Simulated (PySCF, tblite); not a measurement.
**C₄H₄BFN radical: geometry, infrared bands and EPR parameters**

Aim: predict the infrared bands and EPR parameters of C₄H₄BFN radical (`[H]/N=[C]/B(F)C1=CC1`).

Computed with tblite 0.8.0 and PySCF 2.14.0, with density-fitted response routines of our own, on a single molecule in the gas phase. Atoms count from 0, in the outputs and in this text.

### Step 1. Starting geometry

11 atoms, charge 0, multiplicity 2; geometry from: force field or distance geometry start.

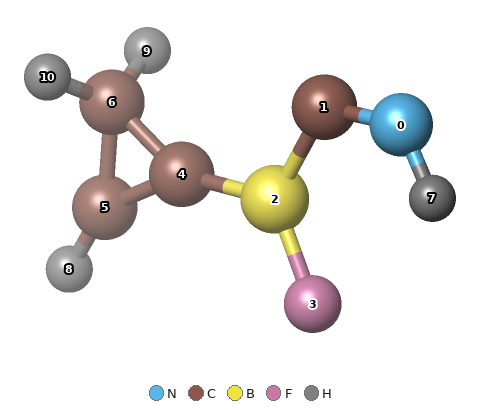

As it starts; nitrogen blue, carbon brown, boron yellow, fluorine pink, hydrogen grey, atoms numbered.

### Step 2. Optimising the geometry with GFN2-xTB

Job settings and geometry (Å):

```
{"job": {"kind": "relax", "xc": "GFN2-xTB", "basis": "xTB"}, "charge": 0, "multiplicity": 2}
N      2.976500     0.750100    -0.903000
C      1.683900     0.747200    -0.794600
B      0.962600    -0.195000     0.242300
F      1.704000    -1.074400     1.085500
C     -0.603900    -0.160400     0.342300
C     -1.847400    -0.630900     0.921500
C     -1.840200     0.347500    -0.084100
H      3.580600     0.152200    -0.324400
H     -2.368100    -1.269400     1.624900
H     -2.178400    -0.030500    -1.065800
H     -2.064200     1.366300     0.284200
```

Launch:

```bash
$ OMP_NUM_THREADS=1 python probes_run.py task.json out
```

One launch serves the whole session: the jobs run in the order shown.

Standard output:

```text
step      E/eV     max force
  0    -524.14817    5.662
  1    -525.02246    5.528
  2    -525.32843    2.272
  3    -525.47401    1.153
  4    -525.54072    0.940
  5    -525.57567    1.056
  6    -525.60992    0.615
  7    -525.64282    0.616
  8    -525.68702    0.778
  9    -525.73125    1.705
 10    -525.81558    1.261
 11    -525.89279    0.980
 12    -526.07383    1.151
 13    -526.15357    1.052
 14    -526.22985    1.084
 15    -526.31725    0.943
 16    -526.33186    1.655
 17    -526.41729    0.694
 18    -526.44551    0.485
 19    -526.49175    0.682
 20    -526.51128    0.514
 21    -526.52885    0.387
 22    -526.54059    0.297
 23    -526.55037    0.286
 24    -526.55870    0.481
 25    -526.56616    0.277
 26    -526.57256    0.255
 27    -526.57885    0.207
 28    -526.58742    0.271
 29    -526.59856    0.343
 30    -526.61118    0.343
 31    -526.61960    0.436
 32    -526.62503    0.289
 33    -526.62843    0.188
 34    -526.63543    0.233
 35    -526.64148    0.257
 36    -526.65131    0.303
 37    -526.66013    0.285
 38    -526.66958    0.249
 39    -526.67885    0.307
 40    -526.68934    0.336
 41    -526.69966    0.292
 42    -526.70499    0.322
 43    -526.69791    0.730
 44    -526.71204    0.211
 45    -526.71390    0.193
 46    -526.71807    0.214
 47    -526.72067    0.121
 48    -526.72301    0.098
 49    -526.72430    0.106
 50    -526.72598    0.117
 51    -526.72784    0.131
 52    -526.72969    0.160
 53    -526.73091    0.138
 54    -526.73190    0.111
 55    -526.73297    0.093
 56    -526.73439    0.076
 57    -526.73593    0.081
 58    -526.73705    0.070
 59    -526.73777    0.061
 60    -526.73830    0.059
 61    -526.73875    0.063
 62    -526.73923    0.082
 63    -526.73968    0.080
 64    -526.74001    0.032
 65    -526.74018    0.030
 66    -526.74026    0.027
 67    -526.74036    0.028
 68    -526.74046    0.026
 69    -526.74053    0.028
 70    -526.74057    0.026
 71    -526.74059    0.024
 72    -526.74061    0.018
 73    -526.74065    0.010
 74    -526.74068    0.011
 75    -526.74069    0.010
```

Wall time 0.29 s (1 thread of AMD EPYC 9B14, shared host).

The steps of the relaxation: (not every step is listed)

| step | energy from step 0 (eV) | largest force (eV/Å) |
| --- | --- | --- |
| 0 | 0.0000 | 5.6624 |
| 1 | -0.8743 | 5.5283 |
| 2 | -1.1803 | 2.2717 |
| 3 | -1.3258 | 1.1532 |
| 4 | -1.3925 | 0.9402 |
| 5 | -1.4275 | 1.0561 |
| 6 | -1.4617 | 0.6152 |
| 7 | -1.4946 | 0.6157 |
| 8 | -1.5388 | 0.7776 |
| 14 | -2.0817 | 1.0843 |
| 20 | -2.3631 | 0.5139 |
| 26 | -2.4244 | 0.2546 |
| 32 | -2.4769 | 0.2890 |
| 38 | -2.5214 | 0.2491 |
| 44 | -2.5639 | 0.2114 |
| 50 | -2.5778 | 0.1166 |
| 56 | -2.5862 | 0.0756 |
| 62 | -2.5911 | 0.0823 |
| 68 | -2.5923 | 0.0263 |
| 70 | -2.5924 | 0.0258 |
| 71 | -2.5924 | 0.0238 |
| 72 | -2.5924 | 0.0177 |
| 73 | -2.5925 | 0.0103 |
| 74 | -2.5925 | 0.0111 |
| 75 | -2.5925 | 0.0100 |

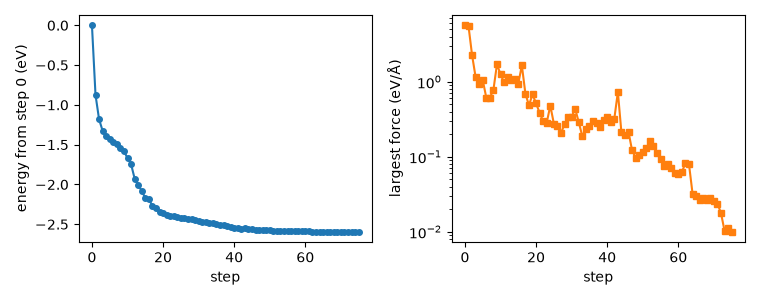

Energy and force, step by step.

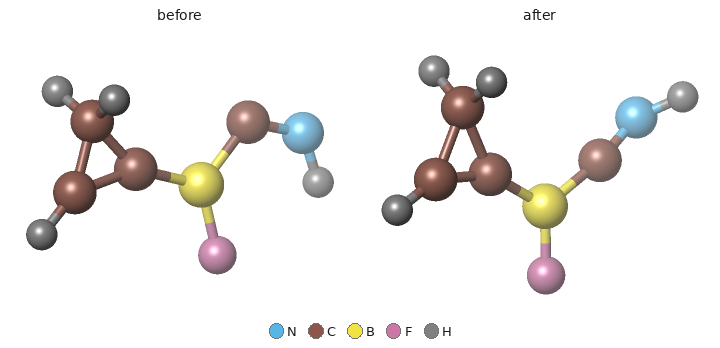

The geometry before (left) and after (right).

Close pairs (by a distance rule), those that changed most:

| bond | before (Å) | after (Å) | change (Å) |
| --- | --- | --- | --- |
| C4–C5 | 1.450 | 1.319 | -0.131 |
| C4–C6 | 1.403 | 1.513 | +0.110 |
| C1–B2 | 1.576 | 1.475 | -0.101 |
| N0–C1 | 1.297 | 1.201 | -0.096 |
| C5–C6 | 1.403 | 1.484 | +0.081 |
| B2–F3 | 1.426 | 1.352 | -0.074 |
| B2–C4 | 1.570 | 1.515 | -0.055 |
| C5–H8 | 1.083 | 1.062 | -0.021 |

The final coordinates are the input of the step that follows.

### Step 3. Infrared spectrum with GFN2-xTB

Job settings and geometry (Å):

```
{"job": {"kind": "ir", "xc": "GFN2-xTB", "basis": "xTB"}, "charge": 0, "multiplicity": 2}
N      2.561574     0.626038    -1.035566
C      1.898339     0.050837    -0.216465
B      0.946035    -0.740013     0.585822
F      1.401169    -1.712093     1.408337
C     -0.526973    -0.397150     0.501049
C     -1.781143    -0.550112     0.880439
C     -1.565505     0.470056    -0.175682
H      3.064272     1.501177    -0.984904
H     -2.509618    -1.024286     1.490421
H     -1.853683     0.253915    -1.199140
H     -1.629042     1.524302     0.074516
```

Standard output:

```text
mode    cm-1     km/mol
  1      67.6      2.39
  2      74.4      0.99
  3     172.3      3.37
  4     178.3      0.21
  5     267.6      5.25
  6     377.0      7.60
  7     469.4      5.54
  8     473.9     36.17
  9     563.9     67.06
 10     588.4     29.90
 11     638.3     10.80
 12     842.4    407.66
 13     900.2     16.37
 14     948.4     20.09
 15     980.7      0.09
 16    1034.5     41.25
 17    1036.0      5.75
 18    1138.5     48.00
 19    1170.1    224.30
 20    1200.0    104.88
 21    1479.7      0.20
 22    1747.4     58.10
 23    2079.1    543.25
 24    2994.7     65.20
 25    3015.6     62.16
 26    3233.2      4.02
 27    3330.9      7.78
```

Wall time 0.19 s (1 thread of AMD EPYC 9B14, shared host).

The strongest bands and the atoms that carry them (share of the mass-weighted mode):

| cm⁻¹ | km/mol | atoms |
| --- | --- | --- |
| 564 | 67.1 | H7 53 %, N0 14 % |
| 842 | 407.7 | H7 78 %, N0 14 % |
| 1170 | 224.3 | B2 44 %, C6 21 %, C5 13 % |
| 1200 | 104.9 | B2 35 %, C6 21 %, C5 16 %, C4 16 % |
| 1747 | 58.1 | C4 56 %, C5 31 % |
| 2079 | 543.2 | C1 63 %, N0 32 % |
| 2995 | 65.2 | H10 57 %, H9 33 % |
| 3016 | 62.2 | H9 60 %, H10 36 % |

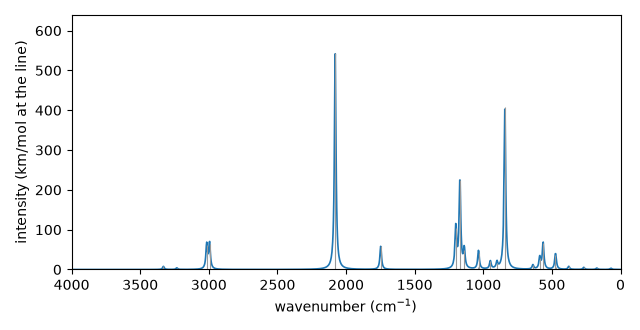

The infrared spectrum from these modes, unscaled. Lines are broadened to a width of 14 cm⁻¹ (Lorentzian).

### Step 4. g tensor and hyperfine couplings: B3LYP/pcH-1

Same as in step 3 but for these lines:

```diff
@@ -1,2 +1,2 @@
-{"job": {"kind": "ir", "xc": "GFN2-xTB", "basis": "xTB"}, "charge": 0, "multiplicity": 2}
+{"job": {"kind": "epr", "basis": "pcH-1"}, "charge": 0, "multiplicity": 2}
 N      2.561574     0.626038    -1.035566
```

Method: UKS B3LYP, pcH-1 on B C F H N, non-relativistic, mean-field spin-orbit, GIAO.

Standard output:

```text
UKS, coarse grid
  cycle   1  E = -334.14607459  |g| = 4.21e-01
  cycle   2  E = -334.05137225  |g| = 6.81e-01
  cycle   3  E = -334.22076445  |g| = 6.84e-02
  cycle   4  E = -334.22218181  |g| = 4.77e-02
  cycle   5  E = -334.22310880  |g| = 2.21e-02
  cycle   6  E = -334.22332019  |g| = 6.25e-03
  cycle   7  E = -334.22334046  |g| = 3.11e-03
  cycle   8  E = -334.22334537  |g| = 1.54e-03
  cycle   9  E = -334.22334698  |g| = 5.90e-04
UKS, final grid
  cycle   1  E = -334.22333470  |g| = 8.99e-04
  cycle   2  E = -334.22333377  |g| = 1.71e-03
  cycle   3  E = -334.22333523  |g| = 1.89e-04
  cycle   4  E = -334.22333526  |g| = 9.46e-05
  cycle   5  E = -334.22333531  |g| = 5.26e-05
  cycle   6  E = -334.22333531  |g| = 1.74e-05
E = -334.22333531 Eh   <S^2> = 0.7601 (exact 0.7500)
g shifts (ppm)      1          2          3
  rmc          -164       -164       -164
  gc             29          4         -7
  oz_so       -1554         35       1521
  total       -1689       -125       1349
hyperfine (MHz)  atom isotope    a_iso     a_fc   dipolar eigenvalues
    0   14N      48.15      48.15    -11.08    -10.99     22.07
    1   13C      -0.20      -0.20    -35.86    -32.11     67.97
    2   11B       0.67       0.67    -16.58    -11.17     27.75
    3   19F      45.27      45.27    -92.25    -89.03    181.28
    4   13C     -24.96     -24.96    -15.66      5.37     10.30
    5   13C      21.67      21.67    -18.90    -17.58     36.49
    6   13C      -4.87      -4.87     -0.42     -0.22      0.64
    7    1H     144.39     144.39    -12.43     -6.05     18.48
    8    1H     -16.31     -16.31     -8.65     -0.45      9.10
    9    1H      17.17      17.17     -1.48      0.27      1.21
   10    1H      15.53      15.53     -1.56      0.24      1.32
```

Run time: 25 s. Hardware: 1 thread of AMD EPYC 9B14, shared host; peak memory 0.75 GiB.

Principal g values 2.00063, 2.00219, 2.00367; g(iso) = 2.00216, against 2.00232 for a free electron.

Mean a(iso) over the nuclei that a row names, and the largest dipolar term of the row (other rows stand at the frozen geometry):

| nuclei | isotope | a(iso) (MHz) | a(iso) (G, at g = 2.0023) | largest dipolar term (MHz) |
| --- | --- | --- | --- | --- |
| H7 | 1H | 144.4 | 51.5 | 18.5 |
| N0 | 14N | 48.1 | 17.2 | 22.1 |
| F3 | 19F | 45.3 | 16.2 | 181.3 |
| C4 | 13C | -25.0 | -8.9 | -15.7 |
| C5 | 13C | 21.7 | 7.7 | 36.5 |
| H9, H10 | 1H | 16.4 | 5.8 | -1.6 |
| H8 | 1H | -16.3 | -5.8 | 9.1 |
| C6 | 13C | -4.9 | -1.7 | 0.6 |
| B2 | 11B | 0.7 | 0.2 | 27.8 |
| C1 | 13C | -0.2 | -0.1 | 68.0 |

Mulliken spin populations:

| atom | value (e) |
| --- | --- |
| N0 | 0.19 |
| C1 | 0.40 |
| B2 | 0.23 |
| F3 | 0.03 |
| C4 | -0.13 |
| C5 | 0.23 |
| C6 | -0.01 |
| H7 | 0.05 |
| H8 | -0.01 |
| H9 | 0.01 |
| H10 | 0.01 |

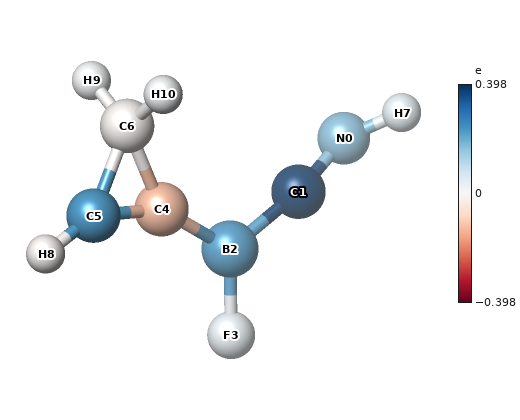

Mulliken spin populations, as colours on the atoms.

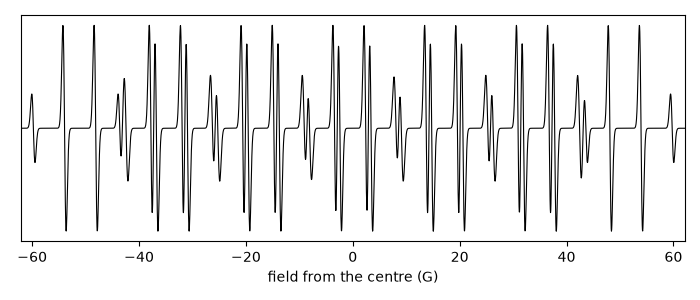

First-order isotropic spectrum (first derivative, main isotopes with spin only, couplings over 0.8 MHz, Gaussian width 0.3 G; couplings of the frozen geometry, rotation of groups not averaged beyond the rows shown).

The fields below are evaluated on a grid from the run's orbitals.

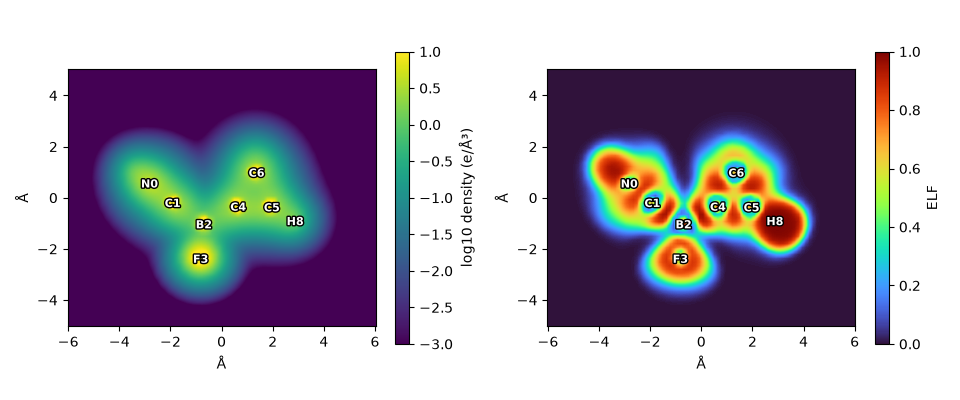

Density (left) and ELF (right) in a plane through or near 8 of the atoms.

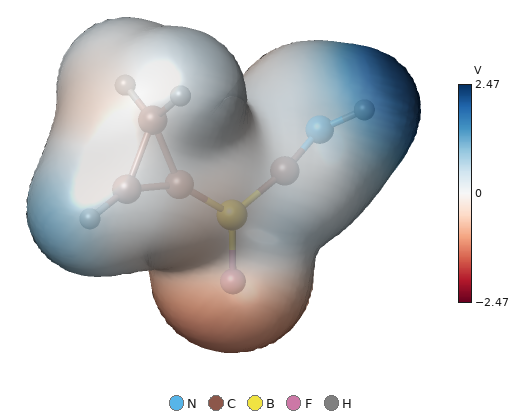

The potential that a unit positive charge feels on the 0.002 e/bohr³ surface, from -1.14 V near F3 to 2.47 V near H7.

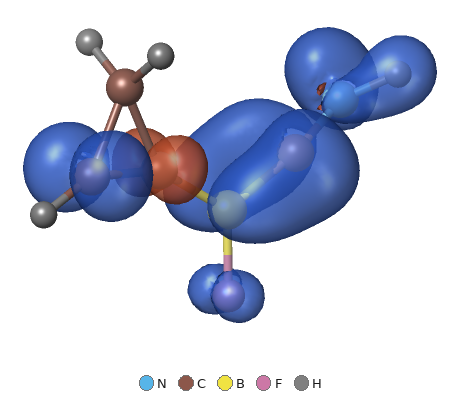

Spin density at ±0.02 e/Å³ (alpha excess blue, beta excess red).

### Step 5. Outcome

```
                                                                  quantity                  value
                                 strongest single infrared mode (GFN2-xTB)  2079 cm⁻¹, 543 km/mol
                                              zero-point energy (GFN2-xTB)          44.3 kcal/mol
                                                            g(iso) (B3LYP)                2.00216
                                                                      ⟨S²⟩     0.760 (exact 0.75)
                                        largest a(iso) (averaged by class)    1H on H7, 144.4 MHz
potential on the surface of density 0.002 e/bohr³, 1st and 99th percentile     -1.14 V and 2.47 V
```

The optimisation took 75 steps and gained 2.593 eV; among the close pairs (by a distance rule), C4–C5 changed most, from 1.450 to 1.319 Å. No mode is imaginary among the 27: a minimum at this level. The strongest single mode, at 2079 cm⁻¹, moves mainly C1 and N0. Unscaled tight-binding wavenumbers are off by several per cent, some by more. Its intensities can rank the bands wrongly. The largest share of the spin, 0.40 e, sits on C1. The isotropic g lies 0.2 ppt below the free-electron value. These values are for one conformer; the search (at its own cheap level) found 2 more, at 0.33, 0.33 kcal/mol, and measured spectra average over such forms.
